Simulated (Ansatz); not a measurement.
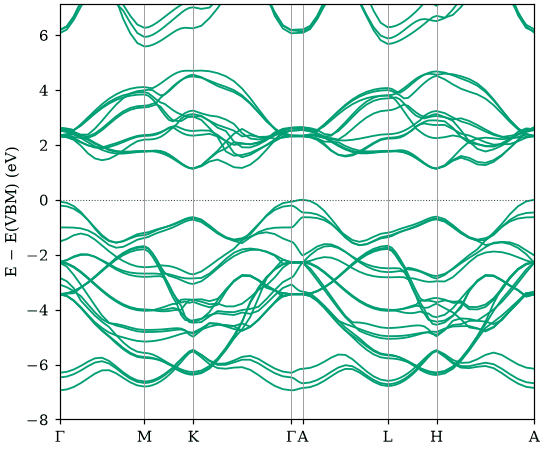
*Band structure from r²SCAN+D4 in the plane-wave PAW code Ansatz*

Q: Read off the gap and where the band edges lie.

A: About 1.1 eV (1.13 eV by a search for the band edges); maximum at A, minimum at K.

The material is MoS₂ in space group P-6m2 (No. 187; Pearson symbol hP9).

The workflow started from a Materials Project entry (that database holds measured and hypothetical structures alike); the Crystallography Open Database copy checked does not list it. It is not the phase usual at ambient conditions (space group No. 160, 194). The r²SCAN+D4 relaxation kept the symmetry of its start; its stability against distortions is not shown here. The run is not spin-polarised. Spin–orbit coupling is left out wherever it is not named.

Potentials: the earlier of the program's two PAW sets.
